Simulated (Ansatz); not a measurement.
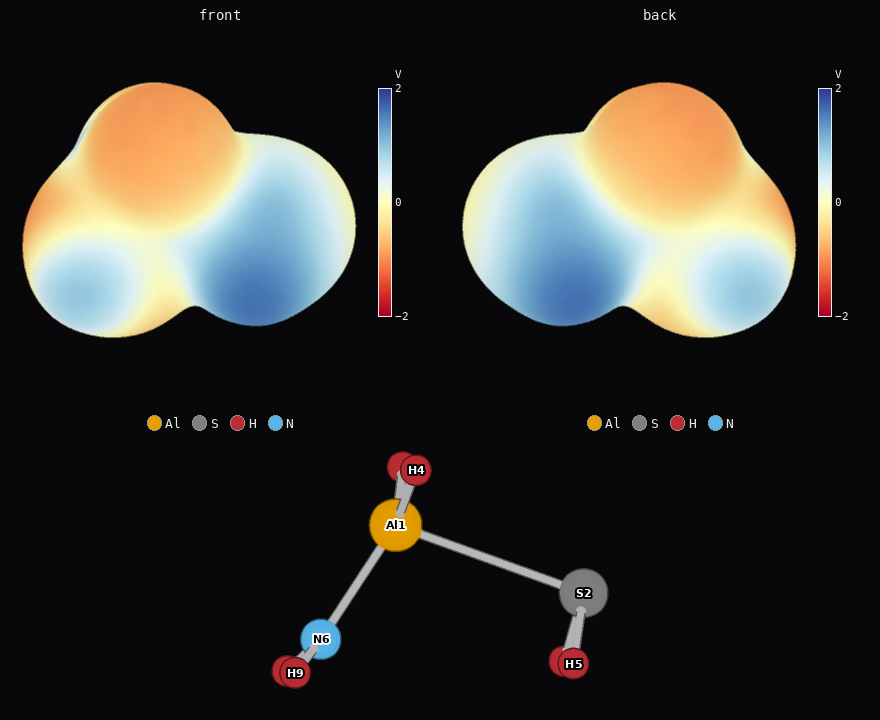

*AlH$_{6}$NS. The molecular electrostatic potential painted on the density surface at 0.001 e/bohr³, seen from the front and from behind; red is negative and blue positive. The bare structure is drawn below in the same view.*

The product side of a reaction path; geometry: PBE0-D4/def2-TZVP.

All numbers below come from Ansatz 0.2.0, RKS PBE0-D4/def2-TZVPP.

```xyz
9

Al   -0.8310   -0.2308   -0.5288
S     1.0787    1.5382   -0.8515
H    -0.4925   -0.9705   -1.8986
H    -1.9602    0.8860   -0.4039
H     1.0694    1.9666    0.4217
N    -0.3667   -1.0756    0.9770
H     2.0856    0.6803   -0.6175
H     0.1406   -1.9445    1.0108
H    -0.7240   -0.8496    1.8907
```

Where is the surface potential most negative and most positive?

Answer. The most negative region (about −0.9 V) lies over H3, H4 and N6, the most positive (about +1.6 V) over H5 and H7.
